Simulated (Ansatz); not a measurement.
# GaSiH$_{6}$Cl: nudged elastic band

- system: GaSiH$_{6}$Cl
- method: RKS PBE0-D4/def2-SVP (Ansatz 0.2.0)

One setting was made poor on purpose. It belongs to a series of runs on one base structure; here: band between the two ends. Figures and captions count atoms from 1; the log counts them from 0 in places.

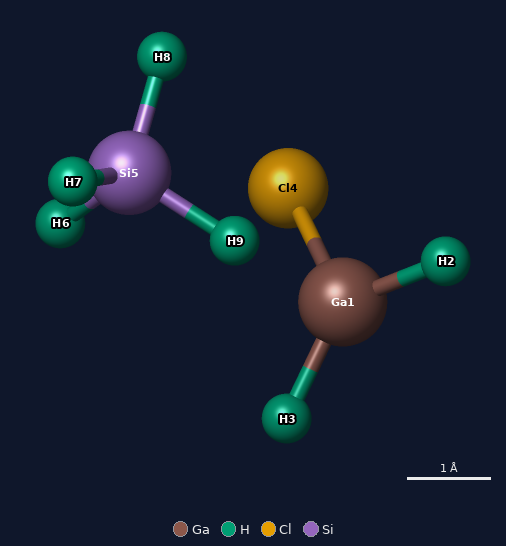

Figure 1. The input geometry (ball-and-stick view, seen at a tilt; atoms are numbered from 1 in the order of the input). Sticks mark near contacts.

**Input**
```yaml
crystal:
  periodic: [false, false, false]
  atoms:
    - { symbol: Ga, position_ang: [0.002905, 0.361283, 0.168011] }
    - { symbol: H, position_ang: [0.062805, 1.185781, 1.491047] }
    - { symbol: H, position_ang: [1.108522, 0.098261, -0.901666] }
    - { symbol: Cl, position_ang: [-2.014024, -0.194289, -0.464687] }
    - { symbol: Si, position_ang: [-0.313772, -2.767496, 1.084595] }
    - { symbol: H, position_ang: [-0.457478, -3.110798, -0.353332] }
    - { symbol: H, position_ang: [0.613718, -3.716927, 1.768221] }
    - { symbol: H, position_ang: [-1.615808, -2.676214, 1.794585] }
    - { symbol: H, position_ang: [0.366732, -1.413103, 1.190725] }
basis:
  gaussian: { orbitals: def2-SVP }
hamiltonian:
  xc: pbe0
  dispersion: d4
neb:
  order_check: false
  images: 5
  f_tol: 0.05
  max_iterations: 60
  initial_path: linear
  final_atoms:
    - { symbol: Ga, position_ang: [-0.11197207, -0.67279461, -0.24894285] }
    - { symbol: H, position_ang: [0.43540269, 0.61124843, 1.80299921] }
    - { symbol: H, position_ang: [1.14989405, 0.14012131, -0.69683571] }
    - { symbol: Cl, position_ang: [-1.98803368, 0.27422708, -0.79905593] }
    - { symbol: Si, position_ang: [-0.34957546, -2.84467381, 0.74953587] }
    - { symbol: H, position_ang: [-0.80699681, -3.82029983, -0.28811334] }
    - { symbol: H, position_ang: [0.9424354, -3.33037129, 1.32634823] }
    - { symbol: H, position_ang: [-1.37177483, -2.79514487, 1.83974574] }
    - { symbol: H, position_ang: [-0.14577929, 0.20418559, 2.09181779] }
```

Command:
```bash
ansatz run input.yaml --threads 2 --pin off --max-ram 3072MiB --backend cpu --events-out ev --progress --plain --runs-dir out
```

**Log**
```
Engine: ansatz 0.2.0, x86_64-unknown-linux-gnu
Functional definition: PBE0
  parameter a = 0.25
  parameter kappa = 0.804
  parameter beta = 0.06672455060314922
  exchange = (1 - a)*pbe_x(kappa = kappa, mu = beta*pi^2/3) + a*exact_x
  correlation = pbe_c(beta = beta)
1016 factors; integrals over basis functions are off by at most 2.9e-4 eV
mean field evaluation 1: about -72848.2425 eV, gradient 2.2e1 eV
mean field evaluation 2: about -72848.1350 eV, gradient 2.6e1 eV
mean field evaluation 4: about -72849.0269 eV, gradient 2.6e-1 eV
mean field evaluation 8: about -72849.0261 eV, gradient 1.4e-2 eV
mean field -72849.02612718 eV, -2677.1523313305 hartree, gradient 2.2e-5 eV, S^2 0.000000; 0 other end points of the search recorded, 0 dependent functions left out
the calculation of the forces begins
reference -72849.02615849 eV, -2677.1523324810 hartree; 34, 34 occupied and 64, 64 virtual orbitals, 1016 factors
1018 factors; integrals over basis functions are off by at most 2.9e-4 eV
mean field evaluation 16: about -72847.7231 eV, gradient 2.8e1 eV
mean field -72848.90626196 eV, -2677.1479263648 hartree, gradient 2.9e-5 eV, S^2 0.000000; 0 other end points of the search recorded, 0 dependent functions left out
[... from here on the field's lines of each further geometry are left out, up to the last ...]
NEB iter   1: max|band force component| = 3.046e0 eV/Å  barrier→ = 2.6657 eV  barrier← = 2.5407 eV  Δτ_max = 0.2000 Å  (161 SCF iters)
NEB iter   2: max|band force component| = 1.889e0 eV/Å  barrier→ = 1.8760 eV  barrier← = 1.7510 eV  Δτ_max = 0.2000 Å  (132 SCF iters)
NEB iter   3: max|band force component| = 1.513e0 eV/Å  barrier→ = 1.5784 eV  barrier← = 1.4534 eV  Δτ_max = 0.1658 Å  (123 SCF iters)
NEB iter   4: max|band force component| = 6.001e-1 eV/Å  barrier→ = 1.5634 eV  barrier← = 1.4384 eV  Δτ_max = 0.1055 Å  (121 SCF iters)
NEB iter   5: max|band force component| = 3.039e-1 eV/Å  barrier→ = 1.5140 eV  barrier← = 1.3890 eV  CI = image 3  Δτ_max = 0.0595 Å  (114 SCF iters)
NEB iter   6: max|band force component| = 1.199e-1 eV/Å  barrier→ = 1.5248 eV  barrier← = 1.3998 eV  CI = image 3  Δτ_max = 0.0842 Å  (113 SCF iters)
NEB iter   7: max|band force component| = 1.292e-1 eV/Å  barrier→ = 1.5220 eV  barrier← = 1.3970 eV  CI = image 3  Δτ_max = 0.0422 Å  (115 SCF iters)
NEB iter   8: max|band force component| = 7.251e-2 eV/Å  barrier→ = 1.5205 eV  barrier← = 1.3955 eV  CI = image 3  Δτ_max = 0.0313 Å  (114 SCF iters)
NEB iter   9: max|band force component| = 2.447e-2 eV/Å  barrier→ = 1.5200 eV  barrier← = 1.3950 eV  CI = image 3  Δτ_max = 0.0104 Å  (207 SCF iters)
the calculation of the forces begins
reference -72847.50172747 eV, -2677.0963106745 hartree; 34, 34 occupied and 64, 64 virtual orbitals, 1019 factors
1019 factors; integrals over basis functions are off by at most 8.0e-4 eV
mean field -72847.50169743 eV, -2677.0963095706 hartree, gradient 1.2e-5 eV, S^2 0.000000; 1 other end points of the search recorded, 0 dependent functions left out
the calculation of the forces begins
reference -72847.50172747 eV, -2677.0963106745 hartree; 34, 34 occupied and 64, 64 virtual orbitals, 1019 factors
NEB iter  10: max|band force component| = 3.117e-2 eV/Å  barrier→ = 1.5198 eV  barrier← = 1.3948 eV  CI = image 3  Δτ_max = 0.0000 Å  (46 SCF iters)
```

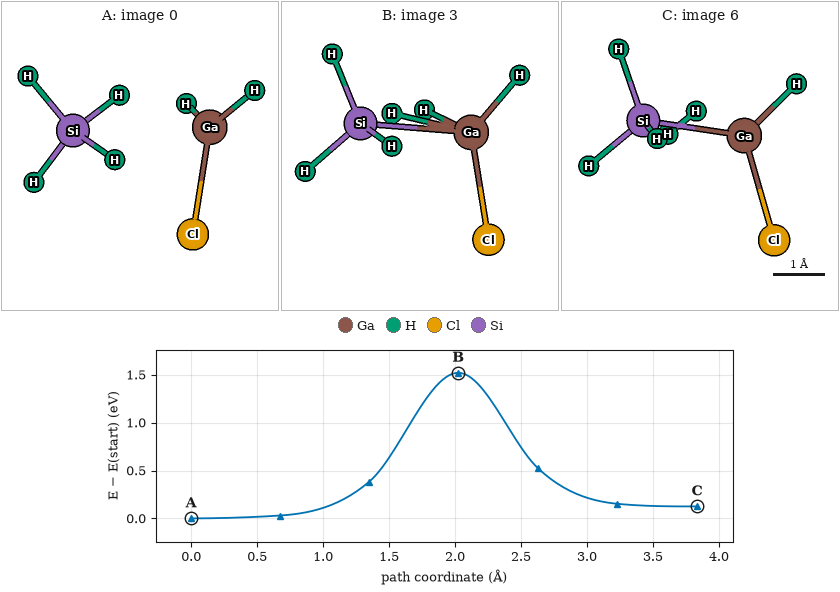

Figure 2. Images of the last band (counted from 0; ball-and-stick, seen at a tilt) above the energy along the path; the line is a cubic interpolation that uses the forces. The highest image is number 3, 1.520 eV above the start and 1.395 eV above the end (the climbing image); the end lies 0.125 eV above the start. The path is 3.83 Å long. The band converged in 10 iterations.

```
Total energy: -72847.68062703 eV, -2677.1028851120 hartree
Atom 0 at    -0.013687    -0.162654     0.051218 Å, force     0.007589     0.000220     0.002024 eV/Å
Atom 1 at     0.205760     0.311653     1.685235 Å, force    -0.002762    -0.002512    -0.005950 eV/Å
Atom 2 at     1.309632    -0.090516    -0.733441 Å, force     0.001792    -0.001403     0.000182 eV/Å
Atom 3 at    -1.996410     0.431613    -0.543296 Å, force    -0.002689    -0.001380    -0.002722 eV/Å
Atom 4 at    -0.365244    -2.605346     0.905654 Å, force    -0.001282     0.011518     0.006305 eV/Å
Atom 5 at    -0.661539    -3.188283    -0.440085 Å, force    -0.003667    -0.000214    -0.001174 eV/Å
Atom 6 at     0.837459    -3.284681     1.476708 Å, force     0.002387    -0.001402    -0.005848 eV/Å
Atom 7 at    -1.544332    -2.823885     1.795290 Å, force     0.000958    -0.005064    -0.000023 eV/Å
Atom 8 at    -0.018038    -0.821402     1.580216 Å, force    -0.002327     0.000238     0.007205 eV/Å
Dipole moment:     0.326558    -0.166450     0.175368 e Å
this run last wrote the band of iteration 10 to [file]; this run last wrote the band within `neb.f_tol` of iteration 9 to [file]
```

**The last band as extended XYZ (Å, eV, eV/Å)**
```
9
Properties=species:S:1:pos:R:3:forces:R:3 image=0 energy=-72849.20044
Ga    0.0029    0.3613    0.1680   -0.0126  -0.0100  -0.0068
H     0.0628    1.1858    1.4910    0.0022  -0.0077  -0.0092
H     1.1085    0.0983   -0.9017   -0.0139   0.0104   0.0098
Cl   -2.0140   -0.1943   -0.4647    0.0197   0.0052   0.0054
Si   -0.3138   -2.7675    1.0846    0.0111   0.0057  -0.0022
H    -0.4575   -3.1108   -0.3533   -0.0012  -0.0003   0.0093
H     0.6137   -3.7169    1.7682   -0.0182   0.0156  -0.0022
H    -1.6158   -2.6762    1.7946    0.0131   0.0013  -0.0076
H     0.3667   -1.4131    1.1907   -0.0002  -0.0202   0.0035
9
Properties=species:S:1:pos:R:3:forces:R:3 image=1 energy=-72849.17010
Ga    0.0582    0.3146    0.1511    0.0108   0.0298   0.0104
H     0.2027    1.1057    1.4869    0.0005   0.0866  -0.0177
H     1.1636   -0.1419   -0.8521   -0.0108   0.0062  -0.0008
Cl   -1.9814    0.1081   -0.5865   -0.0001  -0.0275   0.0096
Si   -0.3578   -2.7615    1.0955   -0.0031  -0.0193   0.0057
H    -0.5349   -3.0042   -0.3586    0.0071   0.0156  -0.0025
H     0.7600   -3.5752    1.6492   -0.0209  -0.0495   0.0074
H    -1.6189   -2.9516    1.8587   -0.0096  -0.0128  -0.0043
H     0.0620   -1.3275    1.3332    0.0260  -0.0291  -0.0079
9
Properties=species:S:1:pos:R:3:forces:R:3 image=2 energy=-72848.81777
Ga    0.0493    0.1338    0.1279    0.1601   0.6312   0.2265
H     0.2278    0.6261    1.6061    0.0575   0.5836  -0.0769
H     1.2387   -0.1696   -0.8294   -0.1191  -0.1416  -0.1196
Cl   -1.9831    0.3185   -0.6148    0.0489  -0.1281  -0.0676
Si   -0.3661   -2.6637    1.0414   -0.0251  -0.1419   0.2131
H    -0.6127   -3.0711   -0.3729    0.0640   0.3021   0.0369
H     0.8488   -3.3397    1.5636    0.0043  -0.1605   0.0571
H    -1.5779   -2.8809    1.8660   -0.0772  -0.1765   0.0730
H    -0.0711   -1.1870    1.3897   -0.1134  -0.7683  -0.3426
9
Properties=species:S:1:pos:R:3:forces:R:3 image=3 energy=-72847.68060
Ga   -0.0137   -0.1627    0.0512    0.0076   0.0002   0.0020
H     0.2058    0.3117    1.6852   -0.0028  -0.0025  -0.0060
H     1.3096   -0.0905   -0.7334    0.0018  -0.0014   0.0002
Cl   -1.9964    0.4316   -0.5433   -0.0027  -0.0014  -0.0027
Si   -0.3652   -2.6053    0.9057   -0.0013   0.0115   0.0063
H    -0.6615   -3.1883   -0.4401   -0.0037  -0.0002  -0.0012
H     0.8375   -3.2847    1.4767    0.0024  -0.0014  -0.0058
H    -1.5443   -2.8239    1.7953    0.0010  -0.0051   0.0000
H    -0.0180   -0.8214    1.5802   -0.0023   0.0002   0.0072
9
Properties=species:S:1:pos:R:3:forces:R:3 image=4 energy=-72848.67474
Ga   -0.0533   -0.4341   -0.0744   -0.1202  -0.6754  -0.3514
H     0.2158    0.2620    1.8451    0.0277  -0.0711   0.2618
H     1.2998    0.0680   -0.6581   -0.0428   0.2752   0.0727
Cl   -1.9488    0.5267   -0.5061    0.0939   0.1572   0.0111
Si   -0.3894   -2.6710    0.7613   -0.0512  -0.1173  -0.2568
H    -0.6919   -3.3618   -0.5166   -0.0941  -0.4653  -0.0721
H     0.8132   -3.2894    1.4130   -0.0202   0.0527  -0.0795
H    -1.5440   -2.8117    1.7085    0.0392   0.0619  -0.0854
H     0.0523   -0.5220    1.8049    0.1677   0.7820   0.4997
9
Properties=species:S:1:pos:R:3:forces:R:3 image=5 energy=-72849.04801
Ga   -0.0633   -0.5388   -0.1497   -0.0200  -0.0269  -0.0315
H     0.2840    0.4145    1.9850    0.0273   0.0486   0.0312
H     1.2503    0.2017   -0.5698   -0.0130   0.0251   0.0126
Cl   -1.8843    0.5870   -0.5278    0.0195   0.0103  -0.0093
Si   -0.4214   -2.7824    0.6166   -0.0113  -0.0330  -0.0358
H    -0.7278   -3.6378   -0.5683   -0.0151  -0.0868  -0.0002
H     0.7887   -3.3254    1.3114    0.0007  -0.0027  -0.0245
H    -1.5723   -2.8313    1.5707   -0.0010  -0.0028  -0.0219
H     0.0997   -0.3209    2.1093    0.0128   0.0681   0.0795
9
Properties=species:S:1:pos:R:3:forces:R:3 image=6 energy=-72849.07544
Ga   -0.0406   -0.5655   -0.1392   -0.0015  -0.0043  -0.0051
H     0.4463    0.4048    2.0925   -0.0083  -0.0029   0.0137
H     1.2719    0.2447   -0.4124    0.0034  -0.0027   0.0044
Cl   -1.8494    0.5280   -0.6410   -0.0050   0.0006   0.0020
Si   -0.4097   -2.8398    0.5403   -0.0031  -0.0027  -0.0078
H    -0.8482   -3.6456   -0.6413    0.0028  -0.0018   0.0026
H     0.8318   -3.4548    1.1046    0.0018   0.0010  -0.0014
H    -1.4847   -2.8934    1.5783   -0.0027   0.0000   0.0012
H    -0.1638   -0.0118    2.2955    0.0125   0.0126  -0.0095
```

**Summary**

- outcome: converged
- barrier, forward: 1.520 eV
- barrier, backward: 1.395 eV
- hardware: 2 threads of Intel Xeon @ 2.90GHz (Ice Lake), 32 GiB of memory available, shared host
- wall time: 98 s (CPU time 3.1 min)
- peak memory: 0.25 GiB

**Remarks**

A deliberately poor setting: straight start. The order of the saddle point was not checked.
